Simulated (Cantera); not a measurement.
Charge: 1 mol CCl4, 0.059 mol F2, 13 mol H2, held at 3100 °C.

These are equilibrium values from Cantera (NASA tables, ideal gas, pure condensed phases), not measurements of a reactor. Candidate condensed phases: C, C6H6, C7H8, C8H18; 118 gas species. The tables' values for CCl are old estimates; treat these amounts as uncertain. Equilibrium is a limit: real reactors are often held back by kinetics, nucleation or transport.

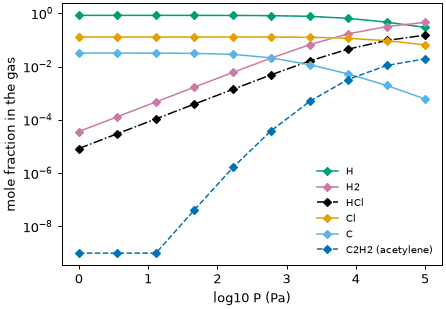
Equilibrium gas composition (values under 1e-9 drawn at 1e-9)

From 1.00 Pa to 1.00 bar nothing is condensed. The main C-bearing gas is C at 1.00 Pa and C2H2 (acetylene) at 1.00 bar.
